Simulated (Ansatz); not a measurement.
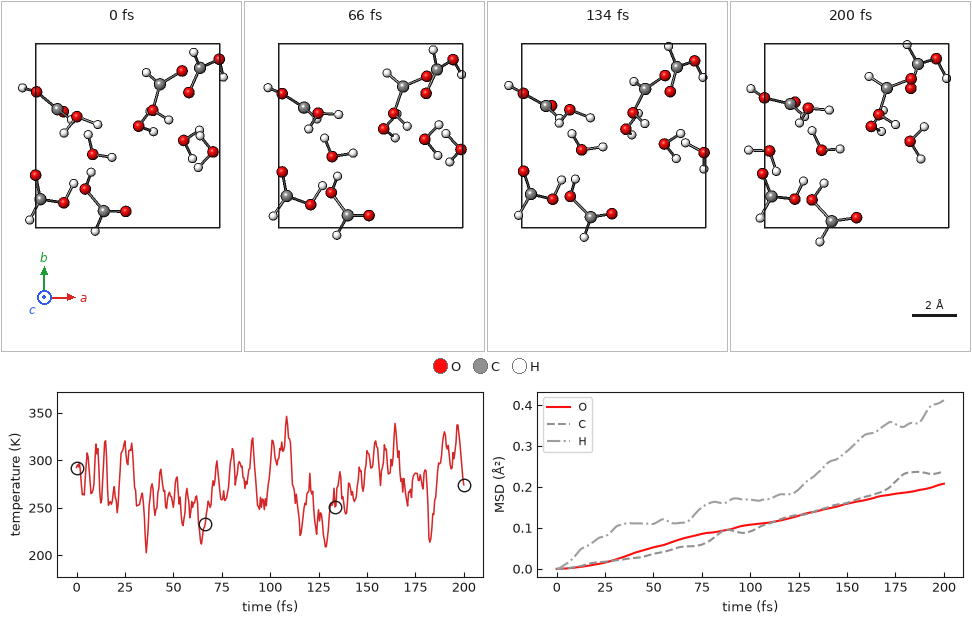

Molecular dynamics of a periodic cell with 5 HCOOH + 5 H2O at 0.88 g/cm³, 200 fs long. It starts from the last geometry of an earlier run, with fresh velocities. Frames and the history of the run. A ball-and-stick model of the simulation cell, seen along the c axis. Atoms that leave the cell re-enter on the other side.

Method: DFT PBEsol, scalar-relativistic, plane waves, PAW in Ansatz 0.2.0. Set-up: plane-wave cutoff 420 eV; k-point mesh 1 × 1 × 1; Fermi-Dirac smearing 0.05 eV; Langevin thermostat (NVT); set temperature 300 K; time step 0.5 fs; friction 0.02 per fs.

What happens in this trajectory?

The mean temperature in the second half is 280 K (standard deviation 30 K). The potential energy is still drifting at the end, so the run hasn't reached equilibrium. The potential energy in the second half lies on average 3.9 meV per atom below the first frame. In the second half of the run the atoms are, in the root-mean-square, this far from where they began (common drift taken out): H 0.53 Å, C 0.41 Å, O 0.40 Å. The heavy atoms stay within a fraction of a molecule's size of their starting places; so short a run doesn't tell a liquid from a solid.

Limits of the set-up: the periodic images lie only 8.5 Å apart, so the values are limited by the cell's size.

The run took 12 min on 1 thread of AMD EPYC 9R45 (Zen 5) (shared host), peak memory 0.69 GiB.
